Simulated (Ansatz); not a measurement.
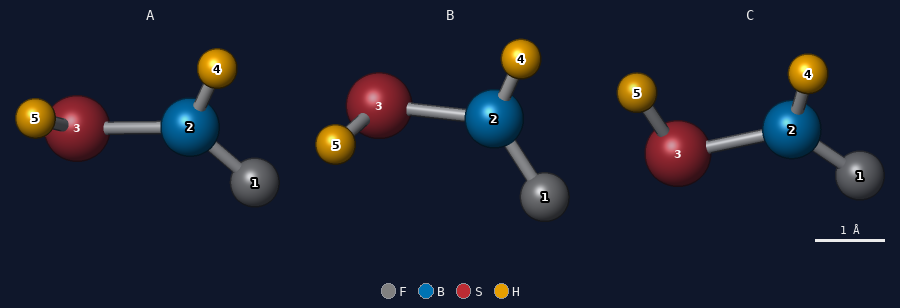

3 geometries from one relaxation of BH$_{2}$SF, in shuffled order. The picture is a ball-and-stick view, seen at a tilt.

The run prepares an end point of a later path (torsion) calculation, from a guessed geometry.

Theory: Ansatz 0.2.0, RKS B3LYP-D4/def2-SVP. (no spin polarisation; force threshold 0.015 eV/Å; at most 40 steps)

### Order the frames from highest to lowest energy.

B, A, C. They are steps 0, 4, 10, at +0.792 eV, +0.341 eV relative to the last. After 10 geometry steps the energy has fallen by 0.792 eV. Largest force component: 3 eV/Å at the start, 0.013 eV/Å at the end. The largest move after the best rigid fit is that of H5, 0.77 Å. Largest moves by element: H 0.77 Å, S 0.72 Å, F 0.47 Å, B 0.16 Å. Some distances before and after: F1–B2 1.397 → 1.325 Å, B2–S3 1.858 → 1.803 Å, B2–H4 1.156 → 1.204 Å, S3–H5 1.389 → 1.351 Å. Bond angles that change, for instance: S3–B2–H4 117.0° → 122.7°, F1–B2–H4 123.9° → 119.3°. Groups turn about B2–S3 by about 90°. The run took roughly 18 core-seconds on a shared host.
